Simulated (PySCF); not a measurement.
SMILES c1(cccc(F)c1-c1c(F)c(F)c(c(F)c1F)F)F (C12H3F7), singlet, GFN2-xTB optimised geometry. Atoms within 1.6 Å of the plane z = 0.0 Å (x, y, z in Å): F1 (-1.89, -0.47, 0.00), C2 (-1.25, 0.72, 0.00), C3 (-1.99, 1.89, 0.00), C4 (-1.32, 3.10, 0.00), C5 (0.06, 3.14, 0.00), C6 (0.77, 1.95, 0.00), F7 (2.11, 1.98, 0.00), C8 (0.14, 0.72, 0.00), C9 (0.91, -0.55, 0.00), C10 (1.29, -1.16, 1.19), C12 (2.01, -2.35, 1.20), C14 (2.37, -2.94, -0.01), F15 (3.06, -4.08, -0.02), C16 (2.00, -2.34, -1.22), C18 (1.28, -1.16, -1.20), H20 (-3.06, 1.83, 0.00), H21 (-1.88, 4.02, 0.00), H22 (0.60, 4.08, 0.00).

Calculation: PySCF with CAM-B3LYP/def2-SVP. Cells within 0.4 Å of a nucleus heavier than hydrogen are left out (blank, or x).

Map of the electrostatic potential (hartree/e), clipped to [-0.08, 0.12] on the plane z = 0.0 Å:

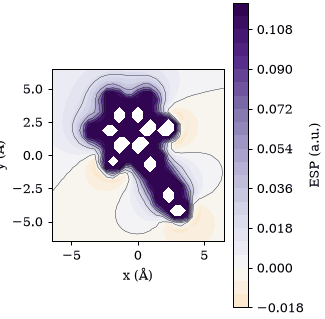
Fig. 1. Electrostatic potential (hartree/e), clipped to [-0.08, 0.12] on the plane z = 0.0 Å.
